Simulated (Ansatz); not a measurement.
The starting structures come from a database of crystals and need not be the phases stable at ambient conditions.

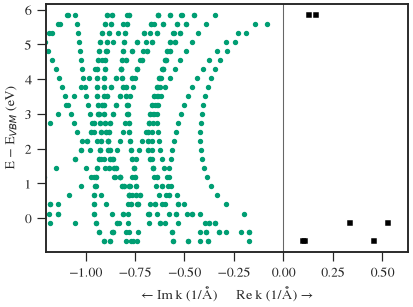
Complex bands at the centre of the two-dimensional zone; r2SCAN (Ansatz, a program for electronic structure)

The gap is the functional's own. No spin-orbit coupling. Mid-gap values are interpolated on the energy grid.

Problem. This is BaH₅ClO₃ (P4/nmm, not sure to be the ambient phase, 20 atoms a cell, 11.8 Å³ an atom) along the normal of (100). Read off the slowest decay at the centre of the two-dimensional zone at 2.73 eV, the computed energy nearest the middle of the gap.

Solution. κ ≈ 0.42 1/Å, a decay length 1/(2κ) of the density of 1.2 Å.
